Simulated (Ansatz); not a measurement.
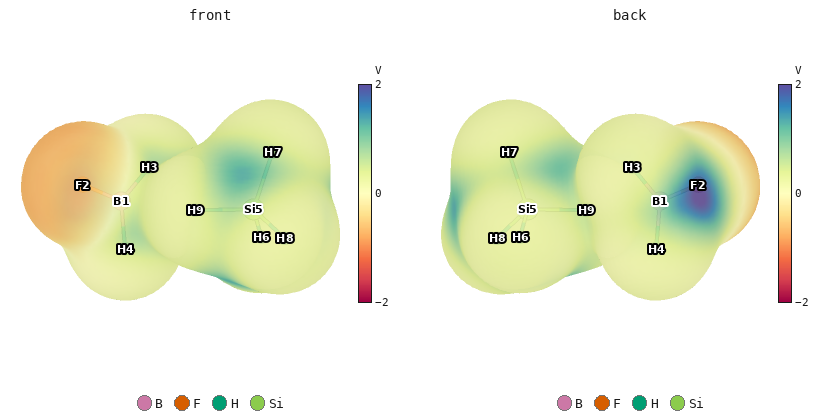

*BFH2···SiH4. The electrostatic potential painted on the density surface at 0.002 e/bohr³, seen from the front and from behind; the colour scale runs from red (negative) to blue (positive).*

Level of theory: RKS B3LYP-D4/def2-TZVP (Ansatz).

```yaml
atoms:
  - { symbol: B, position_ang: [-0.0582, 0.6290, -0.0913] }
  - { symbol: F, position_ang: [0.2172, 1.5453, 0.8218] }
  - { symbol: H, position_ang: [0.8583, 0.0969, -0.6422] }
  - { symbol: H, position_ang: [-1.2045, 0.4073, -0.3365] }
  - { symbol: Si, position_ang: [0.1365, -2.7392, 1.1387] }
  - { symbol: H, position_ang: [-0.5050, -2.9014, -0.1845] }
  - { symbol: H, position_ang: [1.5872, -3.0109, 1.0301] }
  - { symbol: H, position_ang: [-0.4801, -3.6657, 2.1146] }
  - { symbol: H, position_ang: [-0.0670, -1.3457, 1.6067] }
```

Describe the electrostatic potential map.

Answer. The most negative region (about −0.7 V) lies over F2, the most positive (about +1.8 V) over B1.
